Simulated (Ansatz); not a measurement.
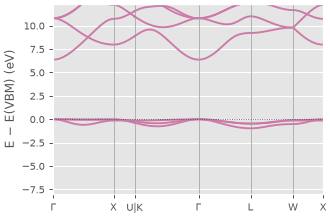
Band structure from the program Ansatz at the LDA level (PAW)

Question: Read off the gap and where the band edges lie.

Answer: About 6.4 eV (6.37 eV by a search for the band edges); maximum at Γ, minimum at Γ.

The material is KF (rock salt, Fm-3m).

Symmetry was held in the LDA relaxation; phonons on a q-mesh show no instability.

Potentials: the later of the program's two PAW sets.
